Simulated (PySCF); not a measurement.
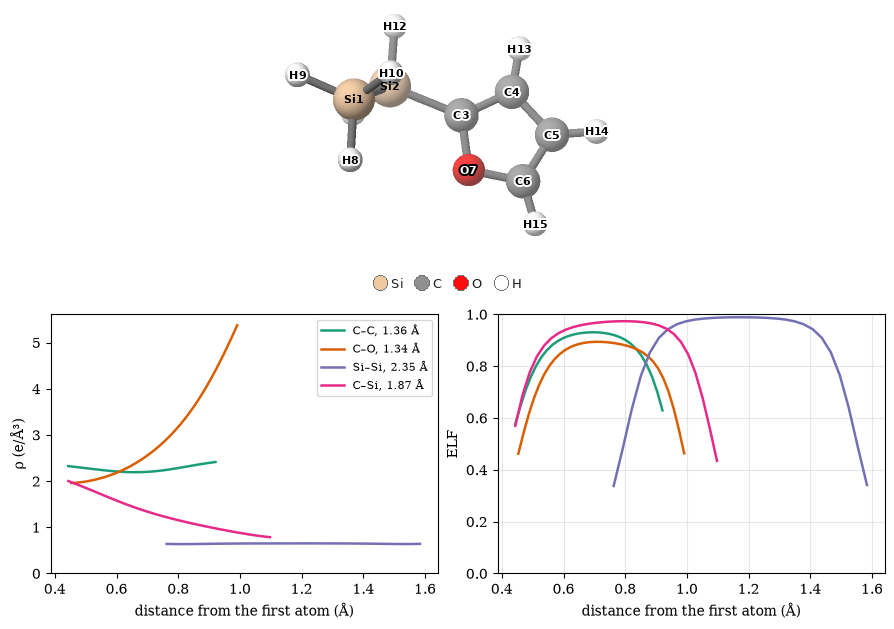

Figure. C4H8OSi2 (SMILES [SiH3][SiH2]c1ccco1). Electron density and electron localisation function along straight lines between neighbouring atoms. The curves leave out the atomic cores. The structure is drawn too.

Geometry: PBE0-D3(BJ)/def2-SVP.

These are results of PySCF 2.14.0, wB97X-D/def2-SVPD, SCF density, gas phase, not measurements.

The calculation's input:

```
{"job": {"kind": "uv", "xc": "wB97X-D", "basis": "def2-SVPD", "ip": true, "dynamic": false}, "charge": 0, "multiplicity": 1}
Si     3.144411     0.531428    -0.400207
Si     1.478096    -0.564559     0.834739
C     -0.204493     0.069079     0.328794
C     -1.198509     0.720753     1.013693
C     -2.236180     0.997096     0.073666
C     -1.797728     0.494896    -1.116063
O     -0.582414    -0.060289    -0.975295
H      2.972003     0.242510    -1.857102
H      4.505378     0.075653     0.022157
H      3.040343     2.007870    -0.186352
H      1.580150    -2.042306     0.623218
H      1.624110    -0.274206     2.293556
H     -1.185908     0.970034     2.073096
H     -3.182758     1.500816     0.256979
H     -2.230395     0.460962    -2.113093
```

Command:

```sh
OMP_NUM_THREADS=1 python probes_run.py task.json out
```

> What can be read from the curves?

C–C (1.36 Å): ρ is about 2.2 e/Å³ halfway; the ELF peaks at about 0.95 between the atoms; localised, covalent bonding.
C–O (1.34 Å): ρ at the midpoint is about 2.4 e/Å³; the ELF peaks at about 0.90 between the atoms: a polar covalent bond.
Si–Si (2.35 Å): the density is about 0.65 e/Å³ at the midpoint; the ELF peaks at about 1 between the atoms; localised, covalent bonding.
C–Si (1.87 Å): ρ at the midpoint is about 0.96 e/Å³; the ELF peaks at about 1 between the atoms, as expected for a covalent bond.
